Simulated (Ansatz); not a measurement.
# Calculations on C$_{2}$H$_{10}$OSSi$_{2}$

### Relaxation

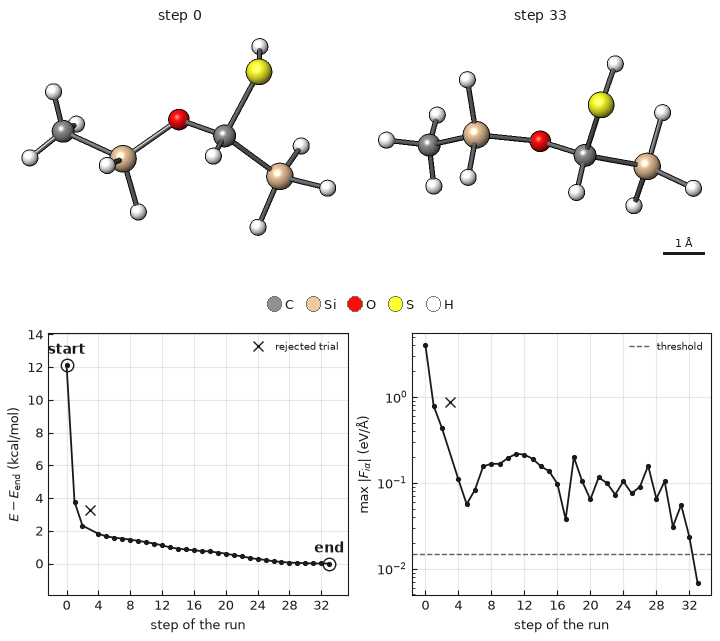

First and last geometry of a relaxation of C2H10OSSi2, with the history of the run. The picture is a ball-and-stick view, seen at a tilt.

The run prepares an end point of a later path (torsion) calculation, from a guessed geometry.

All numbers below come from RKS PBE/6-31G* (Ansatz 0.2.0).

Input file:
```yaml
crystal:
  periodic: [false, false, false]
  atoms:
    - { symbol: C, position_ang: [0.1246, -2.9559, 0.7066] }
    - { symbol: Si, position_ang: [0.6796, -1.3017, 0.0359] }
    - { symbol: O, position_ang: [-0.2303, 0.0078, 0.5692] }
    - { symbol: C, position_ang: [0.2799, 1.343, 0.2115] }
    - { symbol: Si, position_ang: [-0.6124, 2.0995, -1.3295] }
    - { symbol: S, position_ang: [-0.1777, 2.4691, 1.6223] }
    - { symbol: H, position_ang: [0.7007, -3.7421, 0.3169] }
    - { symbol: H, position_ang: [0.1672, -2.9205, 1.7809] }
    - { symbol: H, position_ang: [-0.9606, -3.0723, 0.4496] }
    - { symbol: H, position_ang: [2.1028, -1.0868, 0.4376] }
    - { symbol: H, position_ang: [0.6116, -1.2943, -1.4222] }
    - { symbol: H, position_ang: [1.3132, 1.3981, 0.1012] }
    - { symbol: H, position_ang: [-0.1415, 3.5028, -1.5902] }
    - { symbol: H, position_ang: [-0.3512, 1.2999, -2.5034] }
    - { symbol: H, position_ang: [-2.0953, 2.1645, -1.1495] }
    - { symbol: H, position_ang: [-1.4335, 2.0663, 1.8073] }
basis:
  gaussian: { orbitals: "6-31G*" }
hamiltonian:
  xc: pbe
relax:
  f_tol: 0.015
  max_steps: 40
output:
  orbitals: {}
```

Launched with:
```bash
ansatz run input.yaml --threads 2 --pin off --max-ram 3072MiB --backend cpu --events-out ev --progress --plain --runs-dir out
```

Q: What do the curves and the structures tell?

A: It converged. Over 32 accepted moves (33 points after the start) the energy falls by 12.1 kcal/mol. The largest force component goes from 4 to 0.0067 eV/Å. The line search rejected the trial step at point 3 of the run. H11 moves most after the best rigid fit: 2.27 Å. By element the largest moves are H 2.27 Å, S 1.10 Å, Si 0.72 Å, O 0.56 Å, C 0.52 Å. Among the contacts that change: C4–H12 1.041 → 1.111 Å, O3–C4 1.473 → 1.414 Å, Si5–H14 1.444 → 1.501 Å, C1–H7 1.050 → 1.104 Å. Bond angles that change, for instance: C1–Si2–O3 114.5° → 106.0°, O3–C4–S6 106.2° → 114.7°, Si2–O3–C4 116.2° → 122.1°. Groups turn about O3–C4 by about 80°, Si2–O3 by about 30°.

```json
{"step": "0", "E − E(0), kcal/mol": "0.00", "largest force component, eV/Å": "4.0417", "note": ""}
{"step": "1", "E − E(0), kcal/mol": "-8.37", "largest force component, eV/Å": "0.7888", "note": ""}
{"step": "2", "E − E(0), kcal/mol": "-9.83", "largest force component, eV/Å": "0.4365", "note": ""}
{"step": "3", "E − E(0), kcal/mol": "-8.86", "largest force component, eV/Å": "0.8752", "note": "rejected"}
{"step": "4", "E − E(0), kcal/mol": "-10.33", "largest force component, eV/Å": "0.1095", "note": ""}
{"step": "5", "E − E(0), kcal/mol": "-10.48", "largest force component, eV/Å": "0.0565", "note": ""}
{"step": "6", "E − E(0), kcal/mol": "-10.56", "largest force component, eV/Å": "0.0828", "note": ""}
{"step": "7", "E − E(0), kcal/mol": "-10.62", "largest force component, eV/Å": "0.1553", "note": ""}
{"step": "8", "E − E(0), kcal/mol": "-10.68", "largest force component, eV/Å": "0.1669", "note": ""}
{"step": "9", "E − E(0), kcal/mol": "-10.76", "largest force component, eV/Å": "0.1663", "note": ""}
{"step": "10", "E − E(0), kcal/mol": "-10.84", "largest force component, eV/Å": "0.1941", "note": ""}
{"step": "11", "E − E(0), kcal/mol": "-10.92", "largest force component, eV/Å": "0.2189", "note": ""}
{"step": "12", "E − E(0), kcal/mol": "-11.03", "largest force component, eV/Å": "0.2129", "note": ""}
{"step": "14", "E − E(0), kcal/mol": "-11.23", "largest force component, eV/Å": "0.1559", "note": ""}
{"step": "15", "E − E(0), kcal/mol": "-11.29", "largest force component, eV/Å": "0.1367", "note": ""}
{"step": "16", "E − E(0), kcal/mol": "-11.33", "largest force component, eV/Å": "0.0975", "note": ""}
{"step": "17", "E − E(0), kcal/mol": "-11.38", "largest force component, eV/Å": "0.0377", "note": ""}
{"step": "18", "E − E(0), kcal/mol": "-11.40", "largest force component, eV/Å": "0.1988", "note": ""}
{"step": "20", "E − E(0), kcal/mol": "-11.54", "largest force component, eV/Å": "0.0641", "note": ""}
{"step": "21", "E − E(0), kcal/mol": "-11.63", "largest force component, eV/Å": "0.1156", "note": ""}
{"step": "22", "E − E(0), kcal/mol": "-11.70", "largest force component, eV/Å": "0.0996", "note": ""}
{"step": "23", "E − E(0), kcal/mol": "-11.80", "largest force component, eV/Å": "0.0730", "note": ""}
{"step": "25", "E − E(0), kcal/mol": "-11.92", "largest force component, eV/Å": "0.0756", "note": ""}
{"step": "26", "E − E(0), kcal/mol": "-12.01", "largest force component, eV/Å": "0.0899", "note": ""}
{"step": "27", "E − E(0), kcal/mol": "-12.04", "largest force component, eV/Å": "0.1580", "note": ""}
{"step": "28", "E − E(0), kcal/mol": "-12.09", "largest force component, eV/Å": "0.0654", "note": ""}
{"step": "29", "E − E(0), kcal/mol": "-12.10", "largest force component, eV/Å": "0.1043", "note": ""}
{"step": "31", "E − E(0), kcal/mol": "-12.14", "largest force component, eV/Å": "0.0553", "note": ""}
{"step": "32", "E − E(0), kcal/mol": "-12.14", "largest force component, eV/Å": "0.0234", "note": ""}
{"step": "33", "E − E(0), kcal/mol": "-12.14", "largest force component, eV/Å": "0.0067", "note": ""}
```

### Relaxation

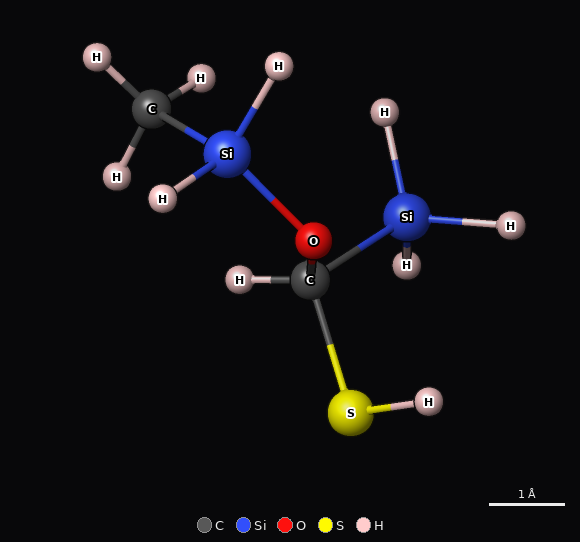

Starting structure of C$_{2}$H$_{10}$OSSi$_{2}$. Style: ball-and-stick. Shown from a free direction.

The run prepares an end point of a later path (torsion) calculation, from a guessed geometry.

These are results of RKS PBE/6-31G* in Ansatz, not measurements.

Input file:
```yaml
crystal:
  periodic: [false, false, false]
  atoms:
    - { symbol: C, position_ang: [0.1246, -2.9559, 0.7066] }
    - { symbol: Si, position_ang: [0.6796, -1.3017, 0.0359] }
    - { symbol: O, position_ang: [-0.2303, 0.0078, 0.5692] }
    - { symbol: C, position_ang: [-1.44435, -0.31444, 1.33943] }
    - { symbol: Si, position_ang: [-1.18334, -0.16241, 3.25043] }
    - { symbol: S, position_ang: [-2.68828, 1.00824, 0.92591] }
    - { symbol: H, position_ang: [0.7007, -3.7421, 0.3169] }
    - { symbol: H, position_ang: [0.1672, -2.9205, 1.7809] }
    - { symbol: H, position_ang: [-0.9606, -3.0723, 0.4496] }
    - { symbol: H, position_ang: [2.1028, -1.0868, 0.4376] }
    - { symbol: H, position_ang: [0.6116, -1.2943, -1.4222] }
    - { symbol: H, position_ang: [-1.88103, -1.22818, 1.10005] }
    - { symbol: H, position_ang: [-2.4718, -0.38909, 3.99032] }
    - { symbol: H, position_ang: [-0.21458, -1.13293, 3.70344] }
    - { symbol: H, position_ang: [-0.68555, 1.19033, 3.64782] }
    - { symbol: H, position_ang: [-1.89198, 2.07234, 1.01023] }
basis:
  gaussian: { orbitals: "6-31G*" }
hamiltonian:
  xc: pbe
relax:
  f_tol: 0.015
  max_steps: 40
```

Launched with:
```bash
ansatz run input.yaml --threads 2 --pin off --max-ram 3072MiB --backend cpu --events-out ev --progress --plain --runs-dir out
```

### Predict the outcome.

Over 26 accepted moves (28 points after the start) the energy falls by 0.600 eV. Largest force component: 3.7 eV/Å at the start, 0.015 eV/Å at the end. The line search rejected the trial steps at points 14, 21 of the run. The largest move after the best rigid fit is that of H14, 1.47 Å. Largest moves by element: H 1.47 Å, O 1.24 Å, S 1.03 Å, C 0.75 Å, Si 0.74 Å. Among the contacts that change: C4–H12 1.041 → 1.110 Å, O3–C4 1.473 → 1.413 Å, Si5–H14 1.444 → 1.500 Å, C1–H7 1.050 → 1.105 Å. Among the angles between lasting bonds that change: O3–C4–S6 106.2° → 114.9°, Si2–O3–C4 116.2° → 123.1°, O3–Si2–H10 108.5° → 102.6°. Groups turn about O3–C4 by about 85°, Si2–O3 by about 35°.

Final geometry:

```xyz
16

C    -0.0071   -3.0797   -0.0243
Si    0.7504   -1.3674    0.1909
O     0.1827   -0.5687    1.5844
C    -1.1767   -0.5601    1.9682
Si   -1.3449    0.4799    3.5719
S    -2.3562    0.0706    0.6698
H     0.4808   -3.5891   -0.8743
H     0.1403   -3.7060    0.8717
H    -1.0866   -3.0283   -0.2434
H     2.2236   -1.4587    0.4447
H     0.5306   -0.5430   -1.0438
H    -1.5601   -1.5883    2.1366
H    -2.7368    0.3458    4.1118
H    -0.3630    0.0149    4.6065
H    -1.0685    1.9131    3.2305
H    -1.8739    1.3431    0.6411
```

The end point in the same view:

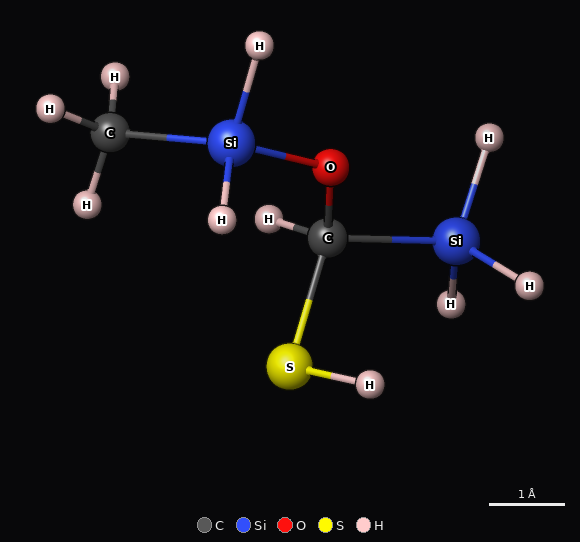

### Path

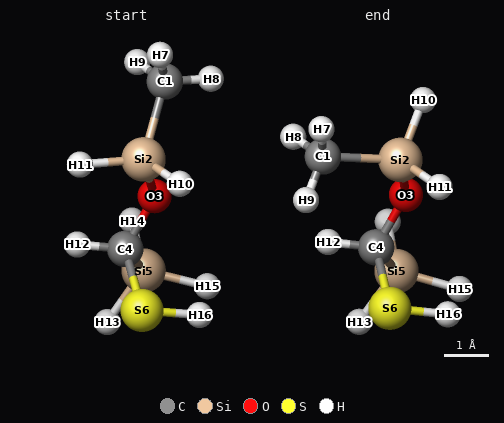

The two relaxed end points of a path for C₂H₁₀OSSi₂. The picture is a ball-and-stick view, seen from a free direction.

Level of theory: RKS PBE/6-31G* (Ansatz).

Set-up: 7 movable images; climbing image; force threshold 0.03 eV/Å; iteration limit 60.

Start:
```xyz
16

C    -0.0144   -2.9099    0.3453
Si    0.8573   -1.2736    0.6481
O    -0.1793   -0.0705    0.0389
C     0.2954    1.2038   -0.3499
Si   -1.1557    2.1626   -1.1592
S     1.0430    2.2084    1.0284
H     0.5870   -3.7448    0.7450
H    -0.9963   -2.9299    0.8473
H    -0.1762   -3.0848   -0.7309
H     1.1215   -1.0912    2.1141
H     2.1665   -1.1924   -0.0933
H     1.1483    1.1222   -1.0566
H    -0.6503    3.4471   -1.7430
H    -1.7913    1.3397   -2.2419
H    -2.1723    2.4518   -0.0954
H    -0.1060    2.3387    1.7472
```

End:
```xyz
16

C     0.7473   -2.4914   -0.0093
Si    0.1128   -1.2832    1.2905
O    -0.6415    0.0820    0.6053
C    -0.1122    0.7802   -0.5028
Si   -1.2773    2.2517   -0.9018
S     1.6363    1.3889   -0.2863
H     1.1206   -3.4022    0.4920
H    -0.0510   -2.7957   -0.7070
H     1.5816   -2.0682   -0.5931
H    -0.9901   -1.8934    2.0995
H     1.2231   -0.8898    2.2204
H    -0.0103    0.1211   -1.3901
H    -0.8517    2.8927   -2.1882
H    -2.6965    1.7811   -1.0262
H    -1.1773    3.2439    0.2175
H     1.3631    2.2596    0.7236
```

What barrier does the band find between them, and by what path?

The highest point, image 3, lies 1.13 kcal/mol above the start and 0.77 kcal/mol above the end; the end is at +0.36 kcal/mol relative to the start. The motion is a rotation about the Si2–O3 bond by about 115°. No bond forms or breaks between the ends. Bond angles that change up to the highest image, for instance: O3–Si2–H10 111.8° → 106.1°, C1–Si2–O3 106.0° → 111.0°. The band converged in 17 iterations, with a climbing image at the top.

Energies of the converged images:

| image | path (Å) | E (kcal/mol) |
| --- | --- | --- |
| 0 | 0.00 | 0.00 |
| 1 | 0.88 | 0.31 |
| 2 | 1.76 | 0.93 |
| 3 | 2.64 | 1.13 |
| 4 | 3.52 | 1.03 |
| 5 | 4.41 | 0.90 |
| 6 | 5.30 | 0.75 |
| 7 | 6.18 | 0.52 |
| 8 | 7.07 | 0.36 |

The geometry at the top of the path:

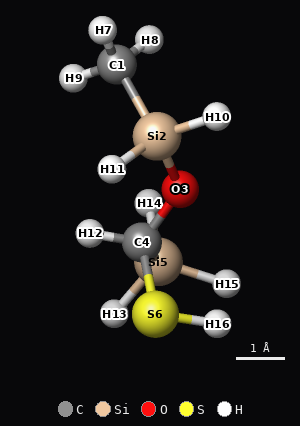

The run took 3.6 min on 2 threads of Intel(R) Xeon(R) 6975P-C (Granite Rapids), with other jobs on the host, peak memory 0.2 GiB.
